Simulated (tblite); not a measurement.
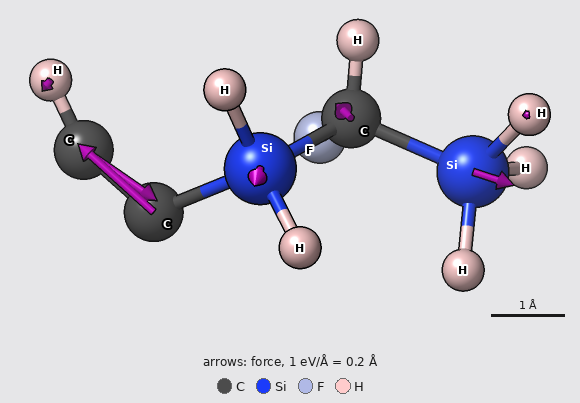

Starting geometry of C$_{3}$H$_{7}$FSi$_{2}$ (charge +1, multiplicity 2) with the computed forces as purple arrows. The picture is a ball-and-stick view, seen from a free direction.

Method: GFN2-xTB geometry optimisation, gas phase in tblite. 

> What follows when this structure is relaxed?

It isn't relaxed: the largest force vector, on a C atom, is 7.32 eV/Å. The final displacements have little in common with the starting forces (cosine between the two patterns 0.16). An H atom moves most after the best rigid fit: 1.14 Å. Largest moves by element: H 1.14 Å, C 1.10 Å, F 0.91 Å, Si 0.30 Å. Among the contacts that change: C–Si 1.877 → 2.047 Å, C–Si 1.859 → 1.997 Å, C–C 1.324 → 1.208 Å, C–F 1.400 → 1.338 Å. Among the angles between lasting bonds that change: C–C–Si 118.0° → 178.6°, C–C–H 154.4° → 178.0°, C–Si–C 110.3° → 93.2°. Groups turn about C–Si by about 65°, C–Si by about 30°. After 126 geometry steps the energy has fallen by 50.9 kcal/mol.
